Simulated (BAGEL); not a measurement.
# [BF4]− (tetrafluoroborate), step by step

Wanted: a series of 15 runs (PBE0/6-31G*, RI-MP2/6-31G*) of BF4. 

Program for the calculation: BAGEL 1.2.2.

1 further run of the same task is left out (set aside as unsound or not needed).

**1. The structure to begin with**

[BF4]−: 5 atoms, total charge -1, spin state singlet. SMILES: `F[B-](F)(F)F`. One bond was lengthened or shortened from a relaxed shape.

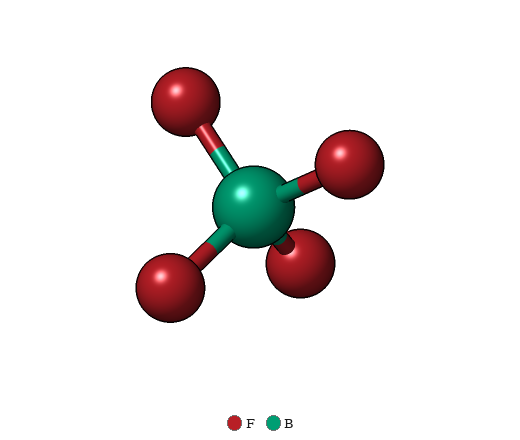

Viewed from a chosen angle; fluorine red, boron teal.

**2. A single-point energy at PBE0/6-31G(d) (density fitting with svp-jkfit, spherical functions) (run 1)**

File input.json:

```json
{ "bagel" : [

{
  "title" : "molecule",
  "basis" : "6-31gs.json",
  "df_basis" : "svp-jkfit",
  "angstrom" : "false",
  "geometry" : [
    { "atom" : "F", "xyz" : [ -0.46572678, -0.16640739,  2.50301784 ] },
    { "atom" : "B", "xyz" : [ -0.35782342, -0.09044040, -0.14996867 ] },
    { "atom" : "F", "xyz" : [  1.43533770, -1.84977542, -1.01414042 ] },
    { "atom" : "F", "xyz" : [ -2.38577923, -0.60301161, -1.00098793 ] },
    { "atom" : "F", "xyz" : [  0.34269805,  2.34787322, -0.93855138 ] }
  ]
},
{ "title" : "ks", "xc_func" : "pbe0", "charge" : -1 },
{ "title" : "print", "file" : "orbitals.molden", "orbitals" : "true" }

]}
```

The basis set 6-31G* is read from a file made from the Basis Set Exchange's data (not shown).

Run with:

```
$ BAGEL_NUM_THREADS=1 BAGEL input.json > input.out
```

Standard output:

```text
* using 1 threads per process

  ===============================================================
  ===============================================================

  *** Geometry ***

  { "atom" : "F", "xyz" : [     -0.465727,     -0.166407,      2.503018 ] },
  { "atom" : "B", "xyz" : [     -0.357823,     -0.090440,     -0.149969 ] },
  { "atom" : "F", "xyz" : [      1.435338,     -1.849775,     -1.014140 ] },
  { "atom" : "F", "xyz" : [     -2.385779,     -0.603012,     -1.000988 ] },
  { "atom" : "F", "xyz" : [      0.342698,      2.347873,     -0.938551 ] },

  Number of auxiliary basis functions:      383

  Since a DF basis is specified, we compute 2- and 3-index integrals:
    o Being stored without compression. Storage requirement is 0.015 GB

  Number of basis functions:       70
  Number of electrons      :       41

    * METHOD: MOLECULE                             0.13

  *** Kohn-Sham DFT ***

    * Removing 9098 points whose weight is below 1.00e-10
    * Grid points: 65432

  === Nuclear Repulsion ===
   187.2174604993

       - DIIS with orbital gradients will be used.

  === KS iteration (pbe0 / 6-31gs.json) ===
      0       -399.79175140          0.16732085           0.18
      1       -403.13906061          0.18189613           0.17
      2       -412.59556258          0.15064591           0.18
      3       -423.88594255          0.02325370           0.17
      4       -424.00898095          0.01065527           0.18
      5       -424.03777018          0.00521097           0.18
      6       -424.04605092          0.00146011           0.18
      7       -424.04664125          0.00007616           0.17
      8       -424.04664263          0.00000841           0.17
      9       -424.04664265          0.00000124           0.18
     10       -424.04664265          0.00000084           0.17
     11       -424.04664265          0.00000010           0.18
     12       -424.04664265          0.00000005           0.18
     13       -424.04664265          0.00000000           0.17
    * SCF iteration converged.

    * Permanent dipole moment:
           (    0.291763,     0.073791,     0.121954) a.u.

    * METHOD: KS                                   2.71

    * METHOD: PRINT                                0.01

  ===============================================================
```

Wall time 3 s (1 thread of Arm Neoverse V1, shared host); peak memory 0.25 GiB.

**3. Bond 4-2 at 1.406 A: the energy at RI-MP2/6-31G(d) (density fitting with svp-jkfit, spherical functions) (run 2)**

File job.json:

```json
{ "bagel": [

{
  "title": "molecule",
  "basis": "6-31gs.json",
  "df_basis": "svp-jkfit",
  "geometry": [
    { "atom": "F", "xyz": [ -0.10782210, -0.07594620,  2.65320949 ] },
    { "atom": "B", "xyz": [  0.00008126,  0.00002079,  0.00022299 ] },
    { "atom": "F", "xyz": [  1.79324238, -1.75931424, -0.86394877 ] },
    { "atom": "F", "xyz": [ -2.38577923, -0.60301161, -1.00098793 ] },
    { "atom": "F", "xyz": [  0.70060273,  2.43833441, -0.78835972 ] }
  ]
},
{ "title": "hf", "charge": -1 },
{ "title": "mp2", "charge": -1, "ncore": 5 }

]}
```

The basis set 6-31G* is read from a file made from the Basis Set Exchange's data (not shown).

Run with:

```
$ BAGEL_NUM_THREADS=1 BAGEL job.json > job.out
```

Standard output:

```text
* using 1 threads per process

  ===============================================================
  ===============================================================

  *** Geometry ***

  { "atom" : "F", "xyz" : [     -0.107822,     -0.075946,      2.653209 ] },
  { "atom" : "B", "xyz" : [      0.000081,      0.000021,      0.000223 ] },
  { "atom" : "F", "xyz" : [      1.793242,     -1.759314,     -0.863949 ] },
  { "atom" : "F", "xyz" : [     -2.385779,     -0.603012,     -1.000988 ] },
  { "atom" : "F", "xyz" : [      0.700603,      2.438334,     -0.788360 ] },

  Number of auxiliary basis functions:      383

  Since a DF basis is specified, we compute 2- and 3-index integrals:
    o Being stored without compression. Storage requirement is 0.015 GB

  Number of basis functions:       70
  Number of electrons      :       41

    * METHOD: MOLECULE                             0.13

  *** RHF ***

  === Nuclear Repulsion ===
   179.7851378524

      * DIIS with orbital gradients will be used.

  === RHF iteration (6-31gs.json) ===
      0       -422.43057038          0.02793151           0.03
      1       -422.63494041          0.01659022           0.03
      2       -422.71855034          0.00085882           0.03
      3       -422.71892856          0.00013456           0.03
      4       -422.71893730          0.00002207           0.03
      5       -422.71893768          0.00000322           0.03
      6       -422.71893769          0.00000062           0.03
      7       -422.71893769          0.00000011           0.03
      8       -422.71893769          0.00000004           0.03
      9       -422.71893769          0.00000000           0.03
    * SCF iteration converged.

    * Permanent dipole moment:
           (   -0.000093,     0.000023,    -0.000560) a.u.

    * METHOD: HF                                   0.40

  *** RHF ***

  === Nuclear Repulsion ===
   179.7851378524

      * DIIS with orbital gradients will be used.

  === RHF iteration (6-31gs.json) ===
      0       -422.71893769          0.00000000           0.03
    * SCF iteration converged.

    * Permanent dipole moment:
           (   -0.000093,     0.000023,    -0.000560) a.u.

  === DF-MP2 calculation ===

    * freezing 5 orbitals
    * 3-index integral transformation done
    * assembly done

      MP2 correlation energy:   -0.7639071075      0.03

      MP2 total energy:       -423.4828447930

    * METHOD: MP2                                  0.10

  ===============================================================
```

It took 0.74 s on 1 thread of Arm Neoverse V1, shared host; peak memory 0.14 GiB.

Runs 3 to 14 aren't shown in full; the table further down has their settings and results.

**4. Bond 4-2 at 3.936 A: a single-point energy at PBE0/6-31G(d) (density fitting with svp-jkfit, spherical functions) (run 15)**

File job.json:

```json
{ "bagel": [

{
  "title": "molecule",
  "basis": "6-31gs.json",
  "df_basis": "svp-jkfit",
  "angstrom": "false",
  "geometry": [
    { "atom": "F", "xyz": [  4.18652571,  1.00945957,  4.45530524 ] },
    { "atom": "B", "xyz": [  4.29442907,  1.08542656,  1.80231873 ] },
    { "atom": "F", "xyz": [  6.08759019, -0.67390846,  0.93814698 ] },
    { "atom": "F", "xyz": [ -2.38577923, -0.60301161, -1.00098793 ] },
    { "atom": "F", "xyz": [  4.99495055,  3.52374018,  1.01373602 ] }
  ]
},
{ "title": "ks", "xc_func": "pbe0", "charge": -1 },
{ "title": "print", "file": "orbitals.molden", "orbitals": "true" }

]}
```

The basis set 6-31G* is read from a file made from the Basis Set Exchange's data (not shown).

Run with:

```
$ BAGEL_NUM_THREADS=1 BAGEL job.json > job.out
```

Standard output:

```text
* using 1 threads per process

  ===============================================================
  ===============================================================

  *** Geometry ***

  { "atom" : "F", "xyz" : [      4.186526,      1.009460,      4.455305 ] },
  { "atom" : "B", "xyz" : [      4.294429,      1.085427,      1.802319 ] },
  { "atom" : "F", "xyz" : [      6.087590,     -0.673908,      0.938147 ] },
  { "atom" : "F", "xyz" : [     -2.385779,     -0.603012,     -1.000988 ] },
  { "atom" : "F", "xyz" : [      4.994951,      3.523740,      1.013736 ] },

  Number of auxiliary basis functions:      383

  Since a DF basis is specified, we compute 2- and 3-index integrals:
    o Being stored without compression. Storage requirement is 0.015 GB

  Number of basis functions:       70
  Number of electrons      :       41

    * METHOD: MOLECULE                             0.12

  *** Kohn-Sham DFT ***

    * Removing 6778 points whose weight is below 1.00e-10
    * Grid points: 67752

  === Nuclear Repulsion ===
   140.8372922920

       - DIIS with orbital gradients will be used.

  === KS iteration (pbe0 / 6-31gs.json) ===
      0       -382.15844994          0.14125420           0.18
      1       -226.18459476          0.12847974           0.17
      2       -369.82958450          0.16463249           0.17
      3       -382.55740562          0.14075161           0.17
      4       -383.10452655          0.14082671           0.17
      5       -383.12840928          0.14037129           0.17
      6       -383.13693670          0.14032158           0.17
      7       -252.12389891          0.14318160           0.17
      8       -389.51169344          0.10410857           0.17
      9       -421.03939680          0.07067161           0.17
     10       -422.54879985          0.02579673           0.17
     11       -423.78290250          0.01159537           0.17
     12       -423.83721979          0.00480525           0.17
     13       -423.86346689          0.00180062           0.17
     14       -423.83186117          0.00750118           0.17
     15       -423.84878754          0.00526264           0.17
     16       -423.86280696          0.00197497           0.17
     17       -423.86543955          0.00038870           0.17
     18       -423.86555428          0.00017579           0.17
     19       -423.86558094          0.00002154           0.17
     20       -423.86558954          0.00001899           0.17
     21       -423.86559185          0.00001324           0.17
     22       -423.86559282          0.00000226           0.17
     23       -423.86559283          0.00000360           0.17
     24       -423.86559283          0.00000248           0.17
     25       -423.86559284          0.00000009           0.18
     26       -423.86559284          0.00000002           0.18
     27       -423.86559284          0.00000001           0.17
     28       -423.86559284          0.00000001           0.17
    * SCF iteration converged.

    * Permanent dipole moment:
           (   -3.263459,    -0.824798,    -1.369837) a.u.

    * METHOD: KS                                   5.21

    * METHOD: PRINT                                0.01

  ===============================================================
```

It took 5.7 s on 1 thread of Arm Neoverse V1, shared host; peak memory 0.25 GiB.

**5. Overview of the runs**

| run | level | frozen core orbitals | partner | energy (Eh) | HOMO energy (eV) | LUMO energy (eV) | HOMO–LUMO gap (eV) | wall time |
| --- | --- | --- | --- | --- | --- | --- | --- | --- |
| 1 | PBE0/6-31G* (density fitting with svp-jkfit, spherical functions) | – | bond 4-2 at 1.195 A | -424.046643 | -3.10 | 13.28 | 16.38 | 3 s |
| 2 | RI-MP2/6-31G* (density fitting with svp-jkfit, spherical functions) | 5 | bond 4-2 at 1.406 A | -423.482845 | – | – | – | 0.74 s |
| 3 | PBE0/6-31G* (density fitting with svp-jkfit, spherical functions) | – | bond 4-2 at 1.406 A | -424.085540 | -3.53 | 12.96 | 16.49 | 3.3 s |
| 4 | RI-MP2/6-31G* (density fitting with svp-jkfit, spherical functions) | 5 | bond 4-2 at 1.617 A | -423.467947 | – | – | – | 0.85 s |
| 5 | PBE0/6-31G* (density fitting with svp-jkfit, spherical functions) | – | bond 4-2 at 1.617 A | -424.068460 | -3.27 | 11.41 | 14.68 | 3.6 s |
| 6 | RI-MP2/6-31G* (density fitting with svp-jkfit, spherical functions) | 5 | bond 4-2 at 1.898 A | -423.425420 | – | – | – | 0.91 s |
| 7 | PBE0/6-31G* (density fitting with svp-jkfit, spherical functions) | – | bond 4-2 at 1.898 A | -424.025987 | -2.41 | 8.56 | 10.97 | 3.3 s |
| 8 | RI-MP2/6-31G* (density fitting with svp-jkfit, spherical functions) | 5 | bond 4-2 at 2.249 A | -423.373560 | – | – | – | 0.91 s |
| 9 | PBE0/6-31G* (density fitting with svp-jkfit, spherical functions) | – | bond 4-2 at 2.249 A | -423.976470 | -1.48 | 6.14 | 7.62 | 4.8 s |
| 10 | RI-MP2/6-31G* (density fitting with svp-jkfit, spherical functions) | 5 | bond 4-2 at 2.671 A | -423.325218 | – | – | – | 0.87 s |
| 11 | PBE0/6-31G* (density fitting with svp-jkfit, spherical functions) | – | bond 4-2 at 2.671 A | -423.932188 | -0.68 | 4.38 | 5.06 | 5.1 s |
| 12 | RI-MP2/6-31G* (density fitting with svp-jkfit, spherical functions) | 5 | bond 4-2 at 3.233 A | -423.279885 | – | – | – | 0.91 s |
| 13 | PBE0/6-31G* (density fitting with svp-jkfit, spherical functions) | – | bond 4-2 at 3.233 A | -423.892564 | -0.03 | 2.98 | 3.01 | 6.3 s |
| 14 | RI-MP2/6-31G* (density fitting with svp-jkfit, spherical functions) | 5 | bond 4-2 at 3.936 A | -423.249183 | – | – | – | 0.91 s |
| 15 | PBE0/6-31G* (density fitting with svp-jkfit, spherical functions) | – | bond 4-2 at 3.936 A | -423.865593 | 0.43 | 2.05 | 1.61 | 5.7 s |

**6. Summary of results**

| quantity | value |
| --- | --- |
| bond 4-2 at 3.936 A, run 15: total energy | -423.86559 Eh |
| bond 4-2 at 3.936 A, run 15: HOMO energy | 0.43 eV |
| bond 4-2 at 3.936 A, run 15: LUMO energy | 2.05 eV |
| bond 4-2 at 3.936 A, run 15: HOMO–LUMO gap (to an unbound level, set by the basis) | 1.61 eV |

In run 15 the HOMO lies above zero, so the outermost electron may be held by the basis alone. All runs together took 41 s, the longest 6.3 s.
